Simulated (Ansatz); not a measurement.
# Knight shifts in Cd (Cadmium)

Aim: the contact shift that conduction electrons give to the nuclei of Cd (Cadmium), and how far it is converged.

Calculated with Ansatz 0.2.0; DFT, PBE, plane-wave PAW, default files (PAW set soft_2), collinear spin, scalar-relativistic.

### 1. The structure

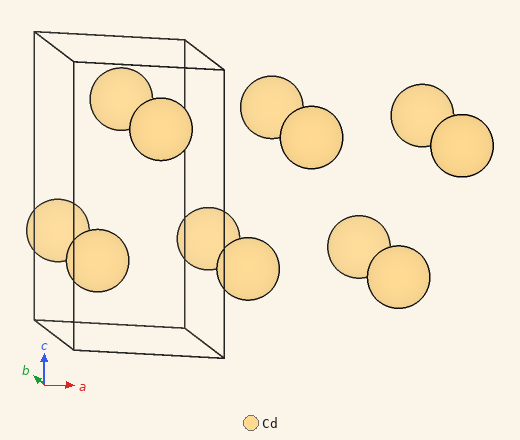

The cell as given, slightly off an axis (cadmium orange). 3×2×1 cells are drawn.

Coordinates:

```cif
data_structure
_symmetry_space_group_name_H-M 'P 1'
_symmetry_Int_Tables_number 1
_cell_length_a 2.9789
_cell_length_b 2.9789
_cell_length_c 5.6177
_cell_angle_alpha 90.000
_cell_angle_beta 90.000
_cell_angle_gamma 120.000
_cell_volume 43.17
loop_
_atom_site_label
_atom_site_type_symbol
_atom_site_fract_x
_atom_site_fract_y
_atom_site_fract_z
_atom_site_occupancy
Cd1 Cd 0.66667 0.33333 0.75000 1
Cd2 Cd 0.33333 0.66667 0.25000 1
```

The cell is an entry of the Crystallography Open Database; it need not be the form that is stable at ambient conditions.

### 2. Applying a field to the spins

A field acting on the spins alone polarises the electrons at the Fermi level, and through exchange the cores. The spin density that this leaves at a nucleus gives the contact field (2μ₀/3) μB ρ_s, and its ratio to B is the isotropic contact shift K; the spin-dipolar anisotropy is not included. The field, 300 T, is far above laboratory fields so that the moment stands clear of numerical noise; it splits the spins by 35 meV, against a smearing of 70 meV. The net moment comes from states near the Fermi level, so the mesh must be dense.

Input file input.yaml:

```yaml
crystal:
  lattice:
    - [2.97887, 0.0, 0.0]
    - [-1.489435, 2.5797770946, 0.0]
    - [0.0, 0.0, 5.61765]
  atoms:
    - { symbol: Cd, position: [0.6666666667, 0.3333333333, 0.75] }
    - { symbol: Cd, position: [0.3333333333, 0.6666666667, 0.25] }
kpoints:
  mp_grid: { grid: [21, 21, 10] }
scf:
  lower_state_search: "off"
  occupations: { method: fermi_dirac, width: 0.07 }
  convergence: { dr2_threshold: 1.0e-10 }
hamiltonian:
  xc: pbe
output:
  efg: { contact_densities: true }
  forces: true
  dos: { de: 0.02 }
  write_density: true
  write_potential: true
  elf: true
  volumetric_format: npy
magnetization:
  spin_polarized: true
  magnetic_field: 300
```

On the command line:

```console
ansatz run input.yaml --threads 2 --pin off --max-ram 4096MiB --backend cpu --events-out ev --progress --plain --runs-dir out
```

Numbers of over 12 decimals in the logs are rounded to 6 here.

The log of the run:

```text
[a pick of lines, long numbers rounded; other set-up, energy and force rows are left out]
Functional definition: PBE
Basis set: ecut = 420 eV, 835 PW (Γ), exchange–correlation on 40×40×80 points (8 copies of the dense FFT grid, shifted against one another)
Symmetry: 24 space group operations
k-points: 288 of 4410
SCF iter   1: F=—  HF=-16508.186202 eV  |F-HF|=—  |Δ(HF+E_count)|=         —  Δρ=2.04e-2 (↑1.62e-2 ↓2.04e-2)  dr2=3.93e-1  dr2_m=6.10e-2  M=1.005 μB ∫|m|=1.005 μB  ethr=1.10e-3  ⟨swp⟩=1.0  Hψ=70380  notcnv=0
SCF iter   2: F=—  HF=-16508.886033 eV  |F-HF|=—  |Δ(HF+E_count)|=         —  Δρ=2.16e-2 (↑2.16e-2 ↓1.46e-2)  dr2=4.29e-1  dr2_m=5.28e-2  M=0.132 μB ∫|m|=0.185 μB  β_m=0.30  ethr=9.83e-4  ⟨swp⟩=2.0  Hψ=16010  notcnv=0
preconditioner: auto → Kerker (q_TF=auto, 2.694 Å⁻¹)  [metal: Δε(μ)=0.005 eV  Ē_g=12.896 eV  σ=0.070 eV  W_gap=0.02  n_scr=22 (ndim 8)  ℏωp=27.7 eV  f_vac=0.000  D(μ)=0.55/eV (n_scr^D=2)]
SCF iter   3: F=—  HF=-16508.880890 eV  |F-HF|=—  |Δ(HF+E_count)|=   5.14e-3  Δρ=1.48e-2 (↑1.48e-2 ↓1.11e-2)  dr2=2.22e-1  dr2_m=2.68e-2  M=0.098 μB ∫|m|=0.140 μB  β_m=0.30  ethr=9.83e-4  ⟨swp⟩=2.0  Hψ=19298  notcnv=0
SCF iter   4: F=—  HF=-16508.856616 eV  |F-HF|=—  |Δ(HF+E_count)|=   2.43e-2  Δρ=8.40e-3 (↑6.98e-3 ↓8.40e-3)  dr2=2.15e-2  dr2_m=1.36e-2  M=0.076 μB ∫|m|=0.105 μB  β_m=0.30  ethr=5.55e-4  ⟨swp⟩=2.0  Hψ=23682  notcnv=0
SCF iter   5: F=—  HF=-16508.889803 eV  |F-HF|=—  |Δ(HF+E_count)|=         —  Δρ=1.03e-3 (↑9.89e-4 ↓1.03e-3)  dr2=1.60e-3  dr2_m=4.34e-6  M=0.009 μB ∫|m|=0.009 μB  β_m=1.00  ethr=5.38e-5  ⟨swp⟩=5.9  Hψ=45141  notcnv=0
SCF iter   6: F=—  HF=-16508.889713 eV  |F-HF|=—  |Δ(HF+E_count)|=   8.93e-5  Δρ=7.43e-4 (↑7.43e-4 ↓7.32e-4)  dr2=8.49e-4  dr2_m=1.69e-7  M=0.010 μB ∫|m|=0.010 μB  β_m=1.00  ethr=4.01e-6  ⟨swp⟩=1.0  Hψ=18432  notcnv=0
SCF iter   7: F=—  HF=-16508.889959 eV  |F-HF|=—  |Δ(HF+E_count)|=   2.46e-4  Δρ=4.84e-4 (↑4.83e-4 ↓4.84e-4)  dr2=2.32e-4  dr2_m=6.70e-9  M=0.010 μB ∫|m|=0.010 μB  β_m=0.30  ethr=2.12e-6  ⟨swp⟩=2.5  Hψ=23486  notcnv=0
SCF iter   8: F=—  HF=-16508.889975 eV  |F-HF|=—  |Δ(HF+E_count)|=   1.56e-5  Δρ=3.45e-4 (↑3.45e-4 ↓3.45e-4)  dr2=1.33e-4  dr2_m=3.64e-9  M=0.010 μB ∫|m|=0.010 μB  β_m=0.65  ethr=5.79e-7  ⟨swp⟩=1.0  Hψ=13824  notcnv=0
SCF iter   9: F=—  HF=-16508.890023 eV  |F-HF|=—  |Δ(HF+E_count)|=   4.82e-5  Δρ=1.03e-4 (↑1.03e-4 ↓1.02e-4)  dr2=1.67e-5  dr2_m=7.72e-11  M=0.010 μB ∫|m|=0.010 μB  β_m=0.82  ethr=3.32e-7  ⟨swp⟩=2.3  Hψ=18755  notcnv=0
SCF iter  10: F=—  HF=-16508.890033 eV  |F-HF|=—  |Δ(HF+E_count)|=   1.07e-5  Δρ=1.43e-5 (↑1.39e-5 ↓1.43e-5)  dr2=3.49e-7  dr2_m=1.44e-10  M=0.010 μB ∫|m|=0.010 μB  β_m=0.91  ethr=4.17e-8  ⟨swp⟩=2.8  Hψ=19903  notcnv=0
SCF iter  11: F=—  HF=-16508.890035 eV  |F-HF|=—  |Δ(HF+E_count)|=   1.28e-6  Δρ=4.33e-6 (↑4.28e-6 ↓4.33e-6)  dr2=3.59e-8  dr2_m=4.28e-12  M=0.010 μB ∫|m|=0.010 μB  β_m=0.96  ethr=8.72e-10  ⟨swp⟩=2.1  Hψ=20484  notcnv=0
SCF iter  12: F=—  HF=-16508.890035 eV  |F-HF|=—  |Δ(HF+E_count)|=   2.79e-9  Δρ=6.83e-7 (↑6.78e-7 ↓6.83e-7)  dr2=5.84e-10  dr2_m=1.81e-13  M=0.010 μB ∫|m|=0.010 μB  β_m=0.98  ethr=8.98e-11  ⟨swp⟩=2.1  Hψ=20666  notcnv=0
SCF iter  13: F=-16508.890035 eV  HF=-16508.890035 eV  |F-HF|=7.28e-12  |Δ(HF+E_count)|=  6.18e-11  Δρ=1.40e-7 (↑1.40e-7 ↓1.38e-7)  dr2=2.81e-11  dr2_m=1.53e-14  M=0.010 μB ∫|m|=0.010 μB  β_m=0.99  ethr=1.00e-12  ⟨swp⟩=5.0  Hψ=57945  notcnv=0
SCF iter  14: F=-16508.890035 eV  HF=-16508.890035 eV  |F-HF|=7.28e-12  |Δ(HF+E_count)|=  1.09e-11  Δρ=3.87e-8 (↑3.87e-8 ↓3.84e-8)  dr2=1.70e-12  dr2_m=5.15e-17  M=0.010 μB ∫|m|=0.010 μB  ethr=1.00e-12  ⟨swp⟩=3.4  Hψ=48798  notcnv=0
SCF converged after 14 iterations
Magnetization: 0.0098 μB (20.0049 up, 19.9951 down)
Absolute magnetization: 0.0098 μB (∫|ρ↑−ρ↓|, with the PAW one-centre terms)
Per-site moments (μB) at R_I (Å): [(0.002397, 1.228784), (0.002397, 1.228784)]
Free energy (F): -16508.890035 eV
Fermi energy:    14.755359 eV
--- Forces (eV/Å), atoms counted from 1 ---
--- PAW observables at the nuclei: V_zz in 10²¹ V/m², potentials from the cell's mean, atoms counted from 1 ---
  atom   1  Cd V_zz =    +7.062438   η = 0.0000   by run symmetry: allowed
            electrostatic potential = -7710.362936 V   contact ρ = 1035946.007510 e/Å³   contact ρ_s (e/Å³): all electrons +0.165166, valence +0.164506
  atom   2  Cd V_zz =    +7.062438   η = 0.0000   by run symmetry: allowed
            electrostatic potential = -7710.362936 V   contact ρ = 1035946.007510 e/Å³   contact ρ_s (e/Å³): all electrons +0.165166, valence +0.164506
--- Band table (eV; the first three rows and the last of 576) ---
  k-point 0 ↑: bands = ["-88.4259", "-88.4248", "-49.4851", "-49.4658", "-49.4486", "-49.4486", "-49.4465", "-49.4465", "4.8026", "5.0691", "5.4331", "5.4331", "5.4842", "5.4842", "5.8227", "5.9567", "5.9567", "6.2085", "6.2085", "11.6458", "11.6644", "25.0159", "28.4196", "29.3743"]
  k-point 1 ↑: bands = ["-88.4258", "-88.4248", "-49.4846", "-49.4663", "-49.4485", "-49.4485", "-49.4465", "-49.4465", "4.8090", "5.0625", "5.4325", "5.4325", "5.4815", "5.4815", "5.8830", "5.9647", "5.9647", "6.2038", "6.2038", "10.5768", "12.8307", "24.3894", "28.4278", "29.4125"]
  k-point 2 ↑: bands = ["-88.4258", "-88.4249", "-49.4832", "-49.4676", "-49.4484", "-49.4484", "-49.4467", "-49.4467", "4.8276", "5.0433", "5.4315", "5.4315", "5.4741", "5.4741", "5.9874", "5.9874", "6.0636", "6.1899", "6.1899", "9.6003", "14.0982", "23.0509", "28.4406", "29.3465"]
  k-point 287 ↓: bands = ["-88.3855", "-88.3855", "-49.4504", "-49.4504", "-49.4491", "-49.4491", "-49.4327", "-49.4327", "5.2965", "5.2965", "5.4735", "5.4735", "5.6717", "5.6717", "5.7789", "5.7789", "6.2232", "6.2232", "15.7689", "15.7689", "16.2558", "16.2558", "16.5756", "16.5756"]
```

Wall time 49 s (2 threads of Arm Neoverse N1, shared host); peak memory 0.62 GiB; 91 s of CPU time.

The moment is 0.00978 μB a cell, a spin susceptibility of 9.10 × 10⁻⁶ emu per mole of atoms. With 7.769 T for 1 e/Å³:

| site | nucleus | contact shift (ppm) | from valence states | rest (mostly cores) |
| --- | --- | --- | --- | --- |
| Cd | 113Cd | 4280 | 4260 | 17 |

The split depends on the files: semicore shells that they treat as valence count in the first part.

### 3. Is the response linear?

The shift is a ratio that holds only while the moment grows in step with the field, so the field is doubled.

input.yaml: that of step 2 with these lines changed.

```diff
@@ -19,9 +19,4 @@
   forces: true
-  dos: { de: 0.02 }
-  write_density: true
-  write_potential: true
-  elf: true
-  volumetric_format: npy
 magnetization:
   spin_polarized: true
-  magnetic_field: 300
+  magnetic_field: 600
```

The log of the run:

```text
[a pick of lines, long numbers rounded; other set-up, energy and force rows are left out]
[...]
Basis set: ecut = 420 eV, 835 PW (Γ), exchange–correlation on 40×40×80 points (8 copies of the dense FFT grid, shifted against one another)
[... 1 set-up line as in the run before ...]
k-points: 288 of 4410
[...]
SCF converged after 13 iterations
Magnetization: 0.0195 μB (20.0097 up, 19.9903 down)
Absolute magnetization: 0.0195 μB (∫|ρ↑−ρ↓|, with the PAW one-centre terms)
Per-site moments (μB) at R_I (Å): [(0.00477823, 1.228784), (0.00477823, 1.228784)]
Free energy (F): -16508.890289 eV
Fermi energy:    14.754517 eV
--- Forces (eV/Å), atoms counted from 1 ---
[...]
atom   1  Cd V_zz =    +7.063571   η = 0.0000   by run symmetry: allowed
[...]
atom   2  Cd V_zz =    +7.063571   η = 0.0000   by run symmetry: allowed
[...]
```

Elapsed: 37 s, on 2 threads; peak memory 0.62 GiB.

The moment goes from 0.00978 to 0.0195 μB, a factor of 1.99, and the shift of Cd from 4280 to 4270 ppm. The response is linear on all sites, to 3 % of the larger of shift and valence part or 3 ppm; the largest move is -12 ppm, on Cd.

### 4. Other settings

Each row names what differs in the settings from the first run, the PAW files staying the same unless named (PBE, default files (PAW set soft_2), mesh 21×21×10, fermi dirac smearing of 0.07 eV, cutoff 420 eV, 300 T). Shifts in ppm; times on 2 threads of Arm Neoverse N1, shared host.

| run | time | χ_s (10⁻⁶ emu/mol) | Cd |
| --- | --- | --- | --- |
| first run | 49 s | 9.10 | 4280 |
| fermi dirac 0.2 eV | 44 s | 10.4 | 5350 |
| mesh 7×7×4 | 4.5 s | 4.02 | 2510 |
| r2SCAN, cutoff 500 eV | 2.3 min | 7.92 | 2980 |
| cold 0.07 eV | 44 s | 12.1 | 5060 |

### 5. Summary of results

| Property | Result |
| --- | --- |
| 113Cd contact shift | 4280 ppm |
| spin susceptibility | 9.10 × 10⁻⁶ emu per mole of atoms |

In words: The spin part of the Knight shift is 4280 ppm on Cd in the first run. Another form of smearing at the same width (cold) changes the shift of Cd by +18 %; it is narrower in effect than Fermi-Dirac smearing, so mesh noise enters. Widening the smearing to 0.2 eV changes the shift of Cd by +25 %. No row of the table has a finer mesh on this cell, so the value may still hold a sampling error; the coarser mesh 7×7×4 differs by -41 % on Cd. Another functional changes the shift of Cd by -30 % (r2SCAN, with its higher cutoff). Over the rows of this table on the first cell the shift spans 2510 to 5350 ppm on Cd. 2 further runs of this session (failed, refused or on trial settings) are not shown. The orbital shift is left out.

[Logs are printed without paths, hosts, clocks, repeated set-up lines and the standing remarks that a program may print on its own settings, such as how far it seeks lower states.]

[Hosts, paths, dates, database ids (printed as entryN), source tags and the programs' standing remarks are cut or masked in the printed files.]
